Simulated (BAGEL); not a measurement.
**CHF3S (trifluoromethanethiol) at PBE0/6-31G(d) (density fitting with qzvpp-jkfit, spherical functions)**

Aim: the energy change on altering one bond length of CHF3S (trifluoromethanethiol) at PBE0/6-31G* (density fitting with qzvpp-jkfit, spherical functions), from 2 runs. 

Program for the calculation: BAGEL 1.2.2.

2 further runs of the same task are left out: 2 set aside as unsound or not needed.

### Step 1. Starting point

CHF3S has 6 atoms, charge 0, and is taken as a singlet. As SMILES, `FC(F)(F)S`. The coordinates come from a PBE0-D4/def2-TZVP relaxation.

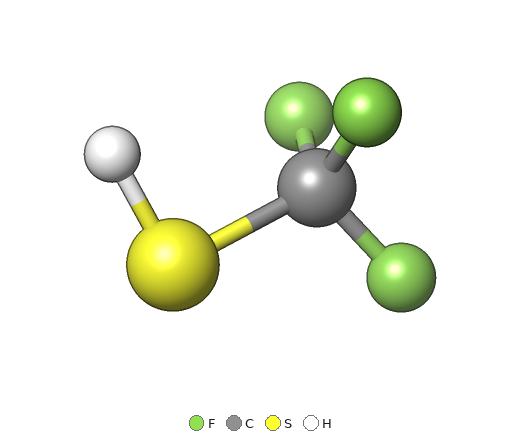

The structure, seen from a chosen angle (fluorine green, carbon grey, sulfur yellow, hydrogen white).

### Step 2. A single-point energy at PBE0/6-31G(d) (density fitting with qzvpp-jkfit, spherical functions)

File dft.json:

```json
{ "bagel": [

{
  "title": "molecule",
  "basis": "6-31gs.json",
  "df_basis": "qzvpp-jkfit",
  "angstrom": "true",
  "geometry": [
    { "atom": "F", "xyz": [       0.555700,      -0.904600,       1.298300 ] },
    { "atom": "C", "xyz": [       0.126100,      -0.394900,       0.146500 ] },
    { "atom": "F", "xyz": [      -0.982300,      -1.045000,      -0.208500 ] },
    { "atom": "F", "xyz": [       1.041700,      -0.649700,      -0.788400 ] },
    { "atom": "S", "xyz": [      -0.150000,       1.372100,       0.387100 ] },
    { "atom": "H", "xyz": [      -0.549200,       1.558100,      -0.881200 ] }
  ]
},

{ "title": "ks", "xc_func": "pbe0" },

{ "title": "print", "file": "orbitals.molden", "orbitals": "true" }

]}
```

The basis set 6-31G* is read from a file made from the Basis Set Exchange's data (not shown).

Started as:

```sh
BAGEL_NUM_THREADS=1 BAGEL dft.json > dft.out
```

The program printed:

```text
* using 1 threads per process

  ===============================================================
  ===============================================================

  *** Geometry ***

  { "atom" : "F", "xyz" : [      1.050121,     -1.709446,      2.453431 ] },
  { "atom" : "C", "xyz" : [      0.238294,     -0.746253,      0.276845 ] },
  { "atom" : "F", "xyz" : [     -1.856278,     -1.974764,     -0.394008 ] },
  { "atom" : "F", "xyz" : [      1.968528,     -1.227755,     -1.489860 ] },
  { "atom" : "S", "xyz" : [     -0.283459,      2.592893,      0.731513 ] },
  { "atom" : "H", "xyz" : [     -1.037838,      2.944382,     -1.665227 ] },

  Number of auxiliary basis functions:      452

  Since a DF basis is specified, we compute 2- and 3-index integrals:
    o Being stored without compression. Storage requirement is 0.021 GB

  Number of basis functions:       76
  Number of electrons      :       50

    * METHOD: MOLECULE                             0.20

  *** Kohn-Sham DFT ***

    * Removing 10958 points whose weight is below 1.00e-10
    * Grid points: 78478

  === Nuclear Repulsion ===
   252.7108368531

       - DIIS with orbital gradients will be used.

  === KS iteration (pbe0 / 6-31gs.json) ===
      0       -701.60861500          0.14416629           0.25
      1       -617.66990955          0.17781584           0.28
      2       -539.90306603          0.21852736           0.28
      3       -718.36813276          0.13799908           0.26
      4       -718.43967887          0.13566559           0.23
      5       -716.87055140          0.14377925           0.28
      6       -716.92105886          0.14358034           0.28
      7       -653.12772620          0.26611108           0.28
      8       -735.05004211          0.04738286           0.24
      9       -735.62421357          0.02876046           0.28
     10       -735.88901330          0.00957453           0.28
     11       -735.92758908          0.00253690           0.28
     12       -735.92956974          0.00114376           0.24
     13       -735.93000784          0.00018451           0.28
     14       -735.93002804          0.00004008           0.28
     15       -735.93002908          0.00000573           0.28
     16       -735.93002909          0.00000309           0.24
     17       -735.93002909          0.00000060           0.28
     18       -735.93002909          0.00000032           0.28
     19       -735.93002909          0.00000010           0.28
     20       -735.93002909          0.00000004           0.24
     21       -735.93002909          0.00000001           0.28
     22       -735.93002909          0.00000000           0.28
    * SCF iteration converged.

    * Permanent dipole moment:
           (    0.168625,    -0.340676,     0.356577) a.u.

    * METHOD: KS                                   6.50

    * METHOD: PRINT                                0.01

  ===============================================================
```

Wall time 6.9 s (1 thread of Arm Neoverse V2, shared host); peak memory 0.32 GiB.

### Step 3. The distorted shape, same level

File input.json:

```json
{ "bagel": [

{
  "title": "molecule",
  "basis": "6-31gs.json",
  "df_basis": "qzvpp-jkfit",
  "angstrom": "true",
  "geometry": [
    { "atom": "F", "xyz": [       0.721971,      -0.807078,       1.351554 ] },
    { "atom": "C", "xyz": [       0.292371,      -0.297378,       0.199754 ] },
    { "atom": "F", "xyz": [      -0.982300,      -1.045000,      -0.208500 ] },
    { "atom": "F", "xyz": [       1.207971,      -0.552178,      -0.735146 ] },
    { "atom": "S", "xyz": [       0.016271,       1.469622,       0.440354 ] },
    { "atom": "H", "xyz": [      -0.382929,       1.655622,      -0.827946 ] }
  ]
},

{ "title": "ks", "xc_func": "pbe0" },

{ "title": "print", "file": "orbitals.molden", "orbitals": "true" }

]}
```

The basis set 6-31G* is read from a file made from the Basis Set Exchange's data (not shown).

Started as:

```sh
BAGEL_NUM_THREADS=1 BAGEL input.json > input.out
```

The program printed:

```text
* using 1 threads per process

  ===============================================================
  ===============================================================

  *** Geometry ***

  { "atom" : "F", "xyz" : [      1.364327,     -1.525156,      2.554067 ] },
  { "atom" : "C", "xyz" : [      0.552501,     -0.561963,      0.377480 ] },
  { "atom" : "F", "xyz" : [     -1.856278,     -1.974764,     -0.394008 ] },
  { "atom" : "F", "xyz" : [      2.282734,     -1.043465,     -1.389225 ] },
  { "atom" : "S", "xyz" : [      0.030748,      2.777183,      0.832148 ] },
  { "atom" : "H", "xyz" : [     -0.723631,      3.128672,     -1.564591 ] },

  Number of auxiliary basis functions:      452

  Since a DF basis is specified, we compute 2- and 3-index integrals:
    o Being stored without compression. Storage requirement is 0.021 GB

  Number of basis functions:       76
  Number of electrons      :       50

    * METHOD: MOLECULE                             0.20

  *** Kohn-Sham DFT ***

    * Removing 10666 points whose weight is below 1.00e-10
    * Grid points: 78770

  === Nuclear Repulsion ===
   245.3704452080

       - DIIS with orbital gradients will be used.

  === KS iteration (pbe0 / 6-31gs.json) ===
      0       -701.28467089          0.14293241           0.28
      1       -628.06147343          0.18791609           0.24
      2       -539.78949834          0.22292629           0.28
      3       -724.55437191          0.11271340           0.28
      4       -731.69059069          0.07368220           0.27
      5       -733.09717066          0.06554506           0.24
      6       -735.03817262          0.03516934           0.28
      7       -735.38999591          0.03424634           0.28
      8       -735.88444911          0.00777428           0.26
      9       -735.90684723          0.00266739           0.22
     10       -735.90973404          0.00095799           0.28
     11       -735.91007222          0.00016638           0.28
     12       -735.91008272          0.00005007           0.28
     13       -735.91008394          0.00001682           0.25
     14       -735.91008410          0.00000528           0.27
     15       -735.91008411          0.00000242           0.28
     16       -735.91008411          0.00000072           0.28
     17       -735.91008411          0.00000061           0.25
     18       -735.91008411          0.00000008           0.27
     19       -735.91008411          0.00000004           0.28
     20       -735.91008411          0.00000002           0.28
     21       -735.91008411          0.00000000           0.25
    * SCF iteration converged.

    * Permanent dipole moment:
           (   -0.101903,    -0.581876,     0.266659) a.u.

    * METHOD: KS                                   6.19

    * METHOD: PRINT                                0.01

  ===============================================================
```

It took 6.6 s on 1 thread of Arm Neoverse V2, shared host; peak memory 0.32 GiB.

### Step 4. Outcome

Level: PBE0/6-31G* (density fitting with qzvpp-jkfit, spherical functions).

| quantity | value |
| --- | --- |
| first shape: total energy | -735.93003 Eh |
| first shape: dipole moment | 1.32 D |
| first shape: HOMO energy | -8.01 eV |
| first shape: LUMO energy | -0.05 eV |
| first shape: HOMO–LUMO gap | 7.97 eV |
| distorted shape: total energy | -735.91008 Eh |
| distorted shape: dipole moment | 1.65 D |
| distorted shape: HOMO energy | -8.23 eV |
| distorted shape: LUMO energy | -0.42 eV |
| distorted shape: HOMO–LUMO gap | 7.81 eV |
| energy change with the C2–F3 bond stretched from 1.333 to 1.533 Å | 0.543 eV |

With the C2–F3 bond stretched from 1.333 to 1.533 Å the energy rises by 0.54 eV (12.5 kcal/mol). The first shape isn't relaxed at this level, so the change isn't measured from a minimum.
